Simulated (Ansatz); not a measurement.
# TiO2 (Anatase): a point defect seen from the nuclei (Sb on an O site), part 2 of 3

Wanted: the field gradients around Sb on an O site in TiO2 (Anatase), cell charge -1, before and after the neighbours move. The cell is a supercell built from a COD entry. Planned: a single point, then a relaxation, then a check of dispersion.

Ansatz 0.2.0; DFT, PBE, plane-wave PAW, default files, scalar-relativistic, as far as a step names no other. The steps go on from the part before.

## (3) Ions relaxed

Edit input.yaml of step 2 so:

```diff
@@ -69 +69,4 @@
     contact_densities: true
+relax:
+  f_tol: 0.03
+  max_steps: 40
```

Started as:

```sh
$ ansatz run input.yaml --threads 4 --pin off --max-ram 8192MiB --backend cpu --events-out ev --progress --plain --runs-dir out
```

What it wrote:

```text
Warning: output.stress: scf.convergence.dr2_threshold = 1e-7 eV (the SCF's general default) is looser than the 4.8e-9 eV advised for a printed stress (1e-10 eV for each atom of the cell: 48). What an SCF threshold leaves in a stress goes as its square root, and in the free energy as the threshold itself, and one threshold admits the most on a small cell: of the crystals measured, under no hybrid functional and no lock of the moments, on runs that ended without the residual-converged pass, on stresses that held no estimate of that error, the worst erred by over 100 MPa in a component at 1e-7 eV an atom and by under 5 at 1e-10. Every solve of this run answers to scf.convergence.dr2_threshold, and the tensor of one is reported: a single SCF on the reported geometry and on this run's grids (its basis.xc_grid and basis.ecutrho_ratio typed), with scf.convergence.dr2_threshold at 4.8e-9 eV or tighter, prints it and tightens no other solve. Else set scf.convergence.dr2_threshold to 4.8e-9 eV or tighter. The threshold is an SCF's pass mark: one that does not reach it within its budget of iterations ends unconverged, or closes short of it on a stop that the run arms, and scf.convergence.dr2_threshold's page says what that costs each kind of run
Warning: RAYON_NUM_THREADS=4 ignored (pool sized by the plan → 4); use --threads N
basis.fft_grid_basis auto: the FFT boxes are laid along the combinations [[1, 0, 1], [0, 1, 1], [0, 0, 1]] of the cell's own vectors, 7.568, 7.568 and 10.916 Å long. The dense box has 54×54×75 points. Along the cell's own vectors, as sized, it would have 75×75×75, 1.93 times as many. Of the 4 symmetry operations that the crystal satisfies within crystal.symmetry.tolerance (time reversal apart; of a slab, those that keep its plane) the dense box along the cell's own vectors carries 4, and the one as laid loses 3 of those. basis.fft_grid_basis: typed keeps the cell's own vectors: state it where this run's energies or levels are differenced outside the engine with another run's, or held beside a run that keeps those vectors.
Sb: output.efg is read without spin–orbit coupling, which moves field gradients at and beside such atoms by some per cent and up to a factor of two; PAW files take it under magnetization.noncollinear and magnetization.spin_orbit
Engine: ansatz 0.2.0, x86_64-unknown-linux-gnu
Pseudopotentials: kind: paw
Pseudopotential: Ti, paw, valence charge 12, recommended cutoff 420 eV (normal), Ti.paw.azcp
Pseudopotential: Sb, paw, valence charge 15, recommended cutoff 420 eV (normal), Sb.paw.azcp
Pseudopotential: O, paw, valence charge 6, recommended cutoff 420 eV (normal), O.paw.azcp
Functional definition: PBE
  parameter kappa = 0.804
  parameter beta = 0.06672455060314922
  exchange = pbe_x(kappa = kappa, mu = beta*pi^2/3)
  correlation = pbe_c(beta = beta)
Crystal: 48 atoms, lattice volume = 545.003 Å³
Basis set: ecut = 420 eV, 10663 PW (Γ), FFT grids on a1+a3, a2+a3, a3, exchange–correlation on 108×108×150 points (8 copies of the dense FFT grid, shifted against one another)
Bands: 245, of which v1, the nominal top of the filled ones, is band 197 counted from 1 (196 counted from 0)
Symmetry: 4 space group operations
Space group: Imm2 (ITA 44), of the structure as read, at distance tolerance 8.2e-5 Å
k-points: 18 of 64 (time reversal used)
Non-local potential: Ti, projectors of the file, l = 0: 3, l = 1: 2, l = 2: 3, l = 3: 1
Non-local potential: Sb, projectors of the file, l = 0: 2, l = 1: 2, l = 2: 2, l = 3: 2
Non-local potential: O, projectors of the file, l = 0: 2, l = 1: 2, l = 2: 1
PAW form: soft (Blöchl's): semilocal exchange-correlation on the pseudo side does not see the compensation charge
PAW one-centre angular grid: Ti, 590 points (default); XC on 64 Gauss nodes
PAW one-centre angular grid: Sb, 590 points (default); XC on 64 Gauss nodes
PAW one-centre angular grid: O, 110 points (default); XC on 64 Gauss nodes
Initial density: superposition of atomic densities (neutral atoms scaled as one to the charged cell's electrons: chi_scale 0, normalization atom), corrected by the library's trained network
Initial wavefunctions: pseudopotential atomic-orbital guess
Functional: x = pbe(κ = 0.804, μ = 0.2195149727645171), c = pbe(β = 0.06672455060314922)
SCF iter   1: F=—  HF=-64106.325111 eV  |F-HF|=—  |Δ(HF+E_count)|=         —  Δρ=1.38e-2  dr2=2.30e0  ethr=1.77e-3  ⟨swp⟩=6.0  Hψ=16343  notcnv=0  defer=459
preconditioner: auto → Resta (q_TF=auto, 2.585 Å⁻¹)  ε∞=7.9  [insulator: Δε(μ)=0.680 eV  Ē_g=9.708 eV  σ=0.010 eV  W_gap=1.00  n_scr=154 (ndim 8)  ℏωp=25.4 eV  f_vac=0.094  D(μ)=0.00/eV (n_scr^D=0)  ε∞_Penn≈7.9]
SCF iter   2: F=—  HF=-64106.018566 eV  |F-HF|=—  |Δ(HF+E_count)|=   3.07e-1  Δρ=7.61e-3  dr2=5.25e-1  ethr=5.85e-4  ⟨swp⟩=2.0  Hψ=7676  notcnv=0  defer=748
SCF iter   3: F=—  HF=-64105.958632 eV  |F-HF|=—  |Δ(HF+E_count)|=   5.99e-2  Δρ=3.91e-3  dr2=1.75e-1  ethr=1.33e-4  ⟨swp⟩=3.8  Hψ=6391  notcnv=0  defer=748
SCF iter   4: F=—  HF=-64105.937207 eV  |F-HF|=—  |Δ(HF+E_count)|=   2.14e-2  Δρ=1.94e-3  dr2=5.40e-2  ethr=4.45e-5  ⟨swp⟩=2.7  Hψ=7138  notcnv=0  defer=754
SCF iter   5: F=—  HF=-64105.929657 eV  |F-HF|=—  |Δ(HF+E_count)|=   7.55e-3  Δρ=9.48e-4  dr2=6.44e-3  ethr=1.37e-5  ⟨swp⟩=2.4  Hψ=5274  notcnv=0  defer=747
SCF iter   6: F=—  HF=-64105.929773 eV  |F-HF|=—  |Δ(HF+E_count)|=   1.17e-4  Δρ=5.50e-4  dr2=3.24e-3  ethr=1.64e-6  ⟨swp⟩=2.5  Hψ=6143  notcnv=0  defer=747
SCF iter   7: F=—  HF=-64105.929571 eV  |F-HF|=—  |Δ(HF+E_count)|=   2.02e-4  Δρ=2.32e-4  dr2=4.76e-4  ethr=8.22e-7  ⟨swp⟩=2.0  Hψ=5608  notcnv=0  defer=747
SCF iter   8: F=—  HF=-64105.929603 eV  |F-HF|=—  |Δ(HF+E_count)|=   3.20e-5  Δρ=8.91e-5  dr2=6.52e-5  ethr=1.21e-7  ⟨swp⟩=2.0  Hψ=5814  notcnv=0  defer=747
SCF iter   9: F=-64105.929626 eV  HF=-64105.929629 eV  |F-HF|=3.14e-6  |Δ(HF+E_count)|=   2.58e-5  Δρ=5.38e-5  dr2=2.21e-5  ethr=5.71e-9  ⟨swp⟩=4.0  Hψ=13323  notcnv=0
SCF 1 converged in 9 iterations: F = -64105.929626 eV  dr2 = 2.21e-5
relax step   1: F+E_penalty+E_count = -64105.92962567 eV  Δ(F+E_penalty+E_count) = +0.000e0 eV  max|allowed force component| = 1.958e1 eV/Å  Δτ_max = 0.0000 Å  (9 SCF iters, dr2 threshold 2.25e-5 eV, accepted)
[... from here on, the SCF cycles and remarks between the steps are left out ...]
relax step   2: F+E_penalty+E_count = -64113.39568250 eV  Δ(F+E_penalty+E_count) = -7.466e0 eV  max|allowed force component| = 6.249e0 eV/Å  Δτ_max = 0.1950 Å  (16 SCF iters, dr2 threshold 1.00e-4 eV, accepted)
relax step   3: F+E_penalty+E_count = -64115.62309995 eV  Δ(F+E_penalty+E_count) = -2.227e0 eV  max|allowed force component| = 2.267e0 eV/Å  Δτ_max = 0.1386 Å  (9 SCF iters, dr2 threshold 1.00e-4 eV, accepted)
relax step   4: F+E_penalty+E_count = -64116.66596778 eV  Δ(F+E_penalty+E_count) = -1.043e0 eV  max|allowed force component| = 1.261e0 eV/Å  Δτ_max = 0.2000 Å  (9 SCF iters, dr2 threshold 1.00e-4 eV, accepted)
relax step   5: F+E_penalty+E_count = -64117.08111450 eV  Δ(F+E_penalty+E_count) = -4.151e-1 eV  max|allowed force component| = 9.630e-1 eV/Å  Δτ_max = 0.1852 Å  (11 SCF iters, dr2 threshold 1.00e-4 eV, accepted)
relax step   6: F+E_penalty+E_count = -64117.30561595 eV  Δ(F+E_penalty+E_count) = -2.245e-1 eV  max|allowed force component| = 5.987e-1 eV/Å  Δτ_max = 0.1989 Å  (9 SCF iters, dr2 threshold 1.00e-4 eV, accepted)
relax step   7: F+E_penalty+E_count = -64117.39373190 eV  Δ(F+E_penalty+E_count) = -8.812e-2 eV  max|allowed force component| = 2.598e-1 eV/Å  Δτ_max = 0.0563 Å  (9 SCF iters, dr2 threshold 1.00e-4 eV, accepted)
relax step   8: F+E_penalty+E_count = -64117.41117677 eV  Δ(F+E_penalty+E_count) = -1.744e-2 eV  max|allowed force component| = 4.366e-1 eV/Å  Δτ_max = 0.1432 Å  (13 SCF iters, dr2 threshold 1.27e-5 eV, accepted)
relax step   9: F+E_penalty+E_count = -64117.43351771 eV  Δ(F+E_penalty+E_count) = -2.234e-2 eV  max|allowed force component| = 1.306e-1 eV/Å  Δτ_max = 0.0566 Å  (9 SCF iters, dr2 threshold 3.59e-5 eV, accepted)
relax step  10: F+E_penalty+E_count = -64117.43677343 eV  Δ(F+E_penalty+E_count) = -3.256e-3 eV  max|allowed force component| = 5.053e-2 eV/Å  Δτ_max = 0.0096 Å  (9 SCF iters, dr2 threshold 1.53e-6 eV, accepted)
relax step  11: F+E_penalty+E_count = -64117.43780574 eV  Δ(F+E_penalty+E_count) = -1.032e-3 eV  max|allowed force component| = 1.530e-2 eV/Å  Δτ_max = 0.0052 Å  (12 SCF iters, accepted)
NSCF: frozen V_eff on 18 k-points
the band table was solved once a step of the walk had ended and its energy, with any forces and stress, was formed, with the checks that follow a solve (17851 applications of the Hamiltonian). They found nothing against the state; the energy, forces and stress were not computed again (output.eigenvalues in the input reference)
SCF converged after 12 iterations
Free energy (F): -64117.437806 eV
Harris-Foulkes:  -64117.437806 eV  (|F-HF|=2.12e-8)
Internal energy: -64117.433999 eV  (E = F + TS)
E sigma→0 (E₀):  -64117.435902 eV
Entropy (-TS):   -0.003807 eV (-0.079 meV/atom)
Fermi energy:    10.348871 eV
--- Per-component energies (eV) ---
[... 15 lines left out ...]
--- Forces (eV/Å), atoms counted from 1 ---
  atom   1  Ti    -0.00000000     0.00000000    -0.01129091
  atom   2  Ti     0.00425647    -0.00566752     0.00750642
  atom   3  Ti    -0.00425647    -0.00566752     0.00750642
  atom   4  Ti    -0.00000000     0.00000000     0.00313657
  atom   5  Ti     0.00425647     0.00566752     0.00750642
  atom   6  Ti     0.00000000     0.00000000     0.00022017
[... 42 lines left out ...]
  max |Σ_I F_I| component: 2.81e-5 eV/Å
--- Stress (GPa, compression-positive) ---
       10.012750      -0.000000       0.000000
       -0.000000      12.581305      -0.000000
        0.000000      -0.000000      13.379972
  P = ⅓ Tr σ = 11.9913 GPa (119.913 kbar)
--- PAW observables at the nuclei: V_zz in 10²¹ V/m², potentials from the cell's mean, atoms counted from 1 ---
  atom   1  Ti V_zz =    -5.128988   η = 0.0148   by run symmetry: allowed   C_q = -30.6325 MHz
            electrostatic potential = -2527.865155 V   contact ρ = 56791.020753 e/Å³
  atom   2  Ti V_zz =    +3.171172   η = 0.3286   by run symmetry: allowed   C_q = +18.9396 MHz
            electrostatic potential = -2526.676790 V   contact ρ = 56791.954687 e/Å³
  atom   3  Ti V_zz =    +3.171172   η = 0.3286   by run symmetry: allowed   C_q = +18.9396 MHz
            electrostatic potential = -2526.676790 V   contact ρ = 56791.954687 e/Å³
  atom   4  Ti V_zz =    +3.964499   η = 0.8731   by run symmetry: allowed   C_q = +23.6777 MHz
            electrostatic potential = -2526.553484 V   contact ρ = 56792.008516 e/Å³
  atom   5  Ti V_zz =    +3.171172   η = 0.3286   by run symmetry: allowed   C_q = +18.9396 MHz
            electrostatic potential = -2526.676790 V   contact ρ = 56791.954687 e/Å³
  atom   6  Ti V_zz =    -5.715948   η = 0.2353   by run symmetry: allowed   C_q = -34.1381 MHz
            electrostatic potential = -2527.463058 V   contact ρ = 56792.167591 e/Å³
  atom   7  Ti V_zz =    -2.610300   η = 0.2361   by run symmetry: allowed   C_q = -15.5898 MHz
            electrostatic potential = -2526.565990 V   contact ρ = 56791.826762 e/Å³
  atom   8  Ti V_zz =    +3.171172   η = 0.3286   by run symmetry: allowed   C_q = +18.9396 MHz
            electrostatic potential = -2526.676790 V   contact ρ = 56791.954687 e/Å³
  atom   9  Ti V_zz =    +8.635796   η = 0.7372   by run symmetry: allowed   C_q = +51.5767 MHz
            electrostatic potential = -2527.697421 V   contact ρ = 56791.273867 e/Å³
  atom  10  Ti V_zz =    +1.579180   η = 0.6532   by run symmetry: allowed   C_q = +9.4315 MHz
            electrostatic potential = -2526.782538 V   contact ρ = 56792.278373 e/Å³
  atom  11  Ti V_zz =    +1.579180   η = 0.6532   by run symmetry: allowed   C_q = +9.4315 MHz
            electrostatic potential = -2526.782538 V   contact ρ = 56792.278373 e/Å³
  atom  12  Ti V_zz =    +2.932735   η = 0.2079   by run symmetry: allowed   C_q = +17.5156 MHz
            electrostatic potential = -2526.524262 V   contact ρ = 56791.247450 e/Å³
  atom  13  Ti V_zz =    -3.215713   η = 0.3144   by run symmetry: allowed   C_q = -19.2056 MHz
            electrostatic potential = -2526.869661 V   contact ρ = 56792.329022 e/Å³
  atom  14  Ti V_zz =    +8.635796   η = 0.7372   by run symmetry: allowed   C_q = +51.5767 MHz
            electrostatic potential = -2527.697421 V   contact ρ = 56791.273867 e/Å³
  atom  15  Ti V_zz =    +2.932735   η = 0.2079   by run symmetry: allowed   C_q = +17.5156 MHz
            electrostatic potential = -2526.524262 V   contact ρ = 56791.247450 e/Å³
  atom  16  Ti V_zz =    -3.215713   η = 0.3144   by run symmetry: allowed   C_q = -19.2056 MHz
            electrostatic potential = -2526.869661 V   contact ρ = 56792.329022 e/Å³
  atom  17  Sb V_zz =   +37.907948   η = 0.3935   by run symmetry: allowed   C_q = -497.7193 MHz
            electrostatic potential = -8409.532644 V   contact ρ = 1350089.334185 e/Å³
  atom  18  O  V_zz =    +2.127439   η = 0.6087   by run symmetry: allowed   C_q = -1.3159 MHz
            electrostatic potential = -624.023841 V   contact ρ = 2157.365463 e/Å³
  atom  19  O  V_zz =    +2.127439   η = 0.6087   by run symmetry: allowed   C_q = -1.3159 MHz
            electrostatic potential = -624.023841 V   contact ρ = 2157.365463 e/Å³
  atom  20  O  V_zz =    +1.561278   η = 0.4465   by run symmetry: allowed   C_q = -0.9657 MHz
            electrostatic potential = -624.042499 V   contact ρ = 2157.352638 e/Å³
  atom  21  O  V_zz =    +2.127439   η = 0.6087   by run symmetry: allowed   C_q = -1.3159 MHz
            electrostatic potential = -624.023841 V   contact ρ = 2157.365463 e/Å³
  atom  22  O  V_zz =    -1.422033   η = 0.5792   by run symmetry: allowed   C_q = +0.8796 MHz
            electrostatic potential = -624.068704 V   contact ρ = 2157.393725 e/Å³
  atom  23  O  V_zz =    -2.317106   η = 0.7770   by run symmetry: allowed   C_q = +1.4332 MHz
            electrostatic potential = -624.083462 V   contact ρ = 2157.436443 e/Å³
  atom  24  O  V_zz =    +2.127439   η = 0.6087   by run symmetry: allowed   C_q = -1.3159 MHz
            electrostatic potential = -624.023841 V   contact ρ = 2157.365463 e/Å³
  atom  25  O  V_zz =    +3.051456   η = 0.2670   by run symmetry: allowed   C_q = -1.8874 MHz
            electrostatic potential = -623.822824 V   contact ρ = 2157.921455 e/Å³
  atom  26  O  V_zz =    +1.972296   η = 0.6606   by run symmetry: allowed   C_q = -1.2199 MHz
            electrostatic potential = -624.145712 V   contact ρ = 2157.431620 e/Å³
  atom  27  O  V_zz =    +1.972296   η = 0.6606   by run symmetry: allowed   C_q = -1.2199 MHz
            electrostatic potential = -624.145712 V   contact ρ = 2157.431620 e/Å³
  atom  28  O  V_zz =    -1.827350   η = 0.4584   by run symmetry: allowed   C_q = +1.1303 MHz
            electrostatic potential = -623.912620 V   contact ρ = 2157.400360 e/Å³
  atom  29  O  V_zz =    +1.934713   η = 0.4128   by run symmetry: allowed   C_q = -1.1967 MHz
            electrostatic potential = -624.172029 V   contact ρ = 2157.472508 e/Å³
  atom  30  O  V_zz =    +3.051456   η = 0.2670   by run symmetry: allowed   C_q = -1.8874 MHz
            electrostatic potential = -623.822824 V   contact ρ = 2157.921455 e/Å³
  atom  31  O  V_zz =    -1.827350   η = 0.4584   by run symmetry: allowed   C_q = +1.1303 MHz
            electrostatic potential = -623.912620 V   contact ρ = 2157.400360 e/Å³
  atom  32  O  V_zz =    +1.934713   η = 0.4128   by run symmetry: allowed   C_q = -1.1967 MHz
            electrostatic potential = -624.172029 V   contact ρ = 2157.472508 e/Å³
  atom  33  O  V_zz =    -1.099818   η = 0.8710   by run symmetry: allowed   C_q = +0.6803 MHz
            electrostatic potential = -625.335442 V   contact ρ = 2158.366293 e/Å³
  atom  34  O  V_zz =    -2.107644   η = 0.1755   by run symmetry: allowed   C_q = +1.3036 MHz
            electrostatic potential = -624.051446 V   contact ρ = 2157.624063 e/Å³
  atom  35  O  V_zz =    -2.107644   η = 0.1755   by run symmetry: allowed   C_q = +1.3036 MHz
            electrostatic potential = -624.051446 V   contact ρ = 2157.624063 e/Å³
  atom  36  O  V_zz =    +1.940257   η = 0.8941   by run symmetry: allowed   C_q = -1.2001 MHz
            electrostatic potential = -624.038373 V   contact ρ = 2157.290004 e/Å³
  atom  37  O  V_zz =    +1.958119   η = 0.4258   by run symmetry: allowed   C_q = -1.2111 MHz
            electrostatic potential = -624.167897 V   contact ρ = 2157.434671 e/Å³
  atom  38  O  V_zz =    -1.099818   η = 0.8710   by run symmetry: allowed   C_q = +0.6803 MHz
            electrostatic potential = -625.335442 V   contact ρ = 2158.366293 e/Å³
  atom  39  O  V_zz =    +1.940257   η = 0.8941   by run symmetry: allowed   C_q = -1.2001 MHz
            electrostatic potential = -624.038373 V   contact ρ = 2157.290004 e/Å³
  atom  40  O  V_zz =    +1.958119   η = 0.4258   by run symmetry: allowed   C_q = -1.2111 MHz
            electrostatic potential = -624.167897 V   contact ρ = 2157.434671 e/Å³
  atom  41  O  V_zz =    +0.896155   η = 0.8429   by run symmetry: allowed   C_q = -0.5543 MHz
            electrostatic potential = -624.159931 V   contact ρ = 2157.337879 e/Å³
  atom  42  O  V_zz =    +1.956481   η = 0.8870   by run symmetry: allowed   C_q = -1.2101 MHz
            electrostatic potential = -623.917775 V   contact ρ = 2157.674722 e/Å³
  atom  43  O  V_zz =    +1.956481   η = 0.8870   by run symmetry: allowed   C_q = -1.2101 MHz
            electrostatic potential = -623.917775 V   contact ρ = 2157.674722 e/Å³
  atom  44  O  V_zz =    -2.993135   η = 0.7070   by run symmetry: allowed   C_q = +1.8513 MHz
            electrostatic potential = -624.242134 V   contact ρ = 2157.447999 e/Å³
  atom  45  O  V_zz =    +1.956481   η = 0.8870   by run symmetry: allowed   C_q = -1.2101 MHz
            electrostatic potential = -623.917775 V   contact ρ = 2157.674722 e/Å³
  atom  46  O  V_zz =    -1.270844   η = 0.4351   by run symmetry: allowed   C_q = +0.7860 MHz
            electrostatic potential = -624.238982 V   contact ρ = 2157.460701 e/Å³
  atom  47  O  V_zz =    +2.335427   η = 0.6298   by run symmetry: allowed   C_q = -1.4445 MHz
            electrostatic potential = -624.349256 V   contact ρ = 2157.629651 e/Å³
  atom  48  O  V_zz =    +1.956481   η = 0.8870   by run symmetry: allowed   C_q = -1.2101 MHz
            electrostatic potential = -623.917775 V   contact ρ = 2157.674722 e/Å³
--- Band table (eV; the first three rows and the last of 18) ---
[... 4 lines left out ...]
--- Relaxed structure (11 steps of the walk, 11 accepted, 0 SCFs on fresh bases) ---
  F+E_penalty+E_count = -64117.43780574 eV   max|allowed force component| = 1.530e-2 eV/Å
  atoms:
[... 48 lines left out ...]
--- Löwdin populations: 48 sites ---
  site symbol       q [e]
[... 48 lines left out ...]
  spilling = 0.003296 (of n_electrons = 394.000000)
```

It took 13 min on 4 threads of AMD EPYC 7R43 (Zen 3), shared host; peak memory 4.4 GiB.

The steps of the relaxation:

| step | energy change (eV) | largest force component (eV/Å) |
| --- | --- | --- |
| 1 | 0.0000 | 19.577 |
| 2 | -7.4661 | 6.249 |
| 3 | -9.6935 | 2.267 |
| 4 | -10.7363 | 1.261 |
| 5 | -11.1515 | 0.963 |
| 6 | -11.3760 | 0.599 |
| 7 | -11.4641 | 0.260 |
| 8 | -11.4816 | 0.437 |
| 9 | -11.5039 | 0.131 |
| 10 | -11.5071 | 0.051 |
| 11 | -11.5082 | 0.015 |

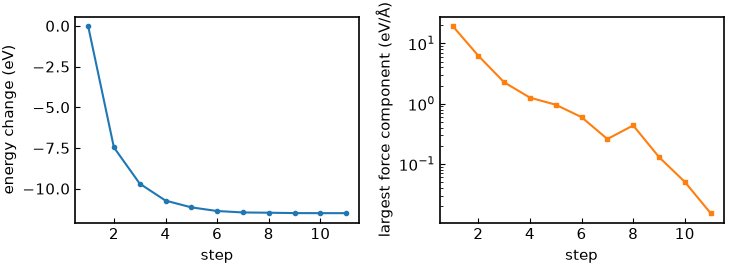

Energy and largest force component along the relaxation.

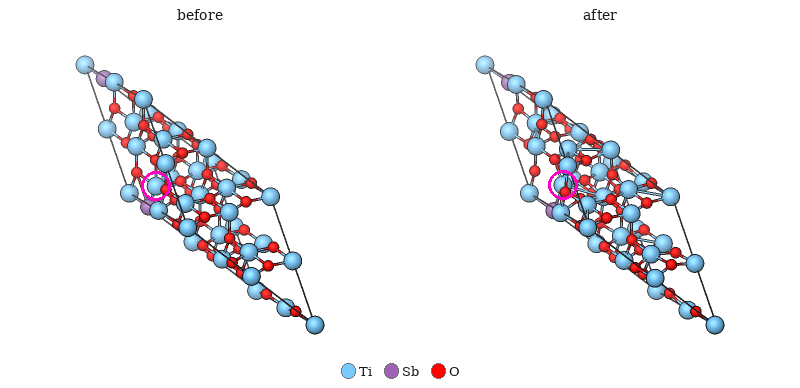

Before and after; atom 9 (Ti), which moved most, is ringed, with its images.

Atom 9 and its like (Ti) moved farthest, 0.594 Å; the mean move was 0.173 Å.

State: no gap over 0.1 eV on the mesh, largest force 0.020 eV/Å, pressure 12.0 GPa.

What changed since step 2 (V_zz in 10²¹ V/m²; 10 of 27 rows, with the four largest changes of size):

| site | atoms | V_zz, PBE | V_zz, PBE relaxed | η, PBE | η, PBE relaxed |
| --- | --- | --- | --- | --- | --- |
| Sb | 17 | 26.3 | 37.9 | 0.08 | 0.39 |
| Ti9 | 9, 14 | -3.59 | 8.64 | 0.48 | 0.74 |
| Ti1 | 1 | 1.09 | -5.13 | 0.63 | 0.01 |
| O33 | 33, 38 | 1.53 | -1.10 | 0.27 | 0.87 |
| O42 | 42, 43, 45, … | 1.47 | 1.96 | 0.45 | 0.89 |
| O25 | 25, 30 | 2.69 | 3.05 | 0.35 | 0.27 |
| O29 | 29, 32 | 1.53 | 1.93 | 0.43 | 0.41 |
| O34 | 34, 35 | 1.76 | -2.11 | 0.57 | 0.18 |
| O20 | 20 | 1.85 | 1.56 | 0.42 | 0.45 |
| Ti6 | 6 | -1.03 | -5.72 | 0.80 | 0.24 |

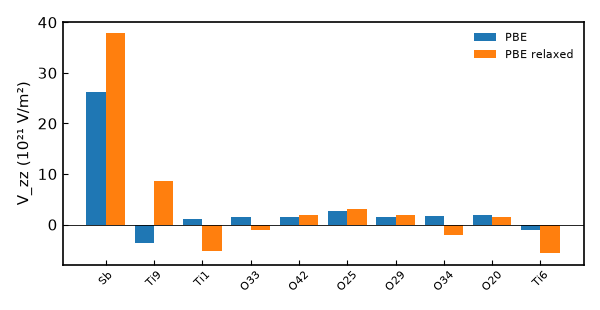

V_zz by site: PBE and PBE relaxed.

The printed gradients, by site: 11 of 27, those nearest the defect, the farthest of each element and the two largest gradients.

| site | atoms | distance from the defect (Å) | V_zz (10²¹ V/m²) | η | C_Q (MHz) |
| --- | --- | --- | --- | --- | --- |
| Sb | 17 | 0.00 | 37.9 | 0.39 | -498 (¹²¹Sb) |
| Ti9 | 9, 14 | 2.38 | 8.64 | 0.74 | 51.6 (⁴⁹Ti) |
| Ti1 | 1 | 2.52 | -5.13 | 0.01 | -30.6 (⁴⁹Ti) |
| O42 | 42, 43, 45, 48 | 2.94 | 1.96 | 0.89 | -1.21 (¹⁷O) |
| O33 | 33, 38 | 3.00 | -1.10 | 0.87 | 0.680 (¹⁷O) |
| O25 | 25, 30 | 3.21 | 3.05 | 0.27 | -1.89 (¹⁷O) |
| O34 | 34, 35 | 3.28 | -2.11 | 0.18 | 1.30 (¹⁷O) |
| O29 | 29, 32 | 3.39 | 1.93 | 0.41 | -1.20 (¹⁷O) |
| Ti2 | 2, 3, 5, 8 | 3.73 | 3.17 | 0.33 | 18.9 (⁴⁹Ti) |
| Ti7 | 7 | 5.84 | -2.61 | 0.24 | -15.6 (⁴⁹Ti) |
| O44 | 44 | 5.89 | -2.99 | 0.71 | 1.85 (¹⁷O) |

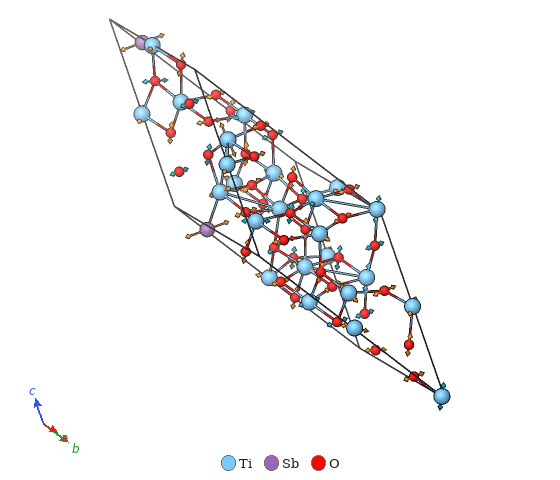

Principal axis of V_zz at each atom with a gradient: orange where V_zz is positive, teal where negative; longer for larger size.

The sizes of the gradients above 0.15 moved by 28 % in the median, over a factor of two at the site that moves most (small gradients counted from 0.15; Ti6, -1.03 to -5.72), with a change of sign at Ti9, Ti1, O33 and others.

(Continued in part 3 of 3.)
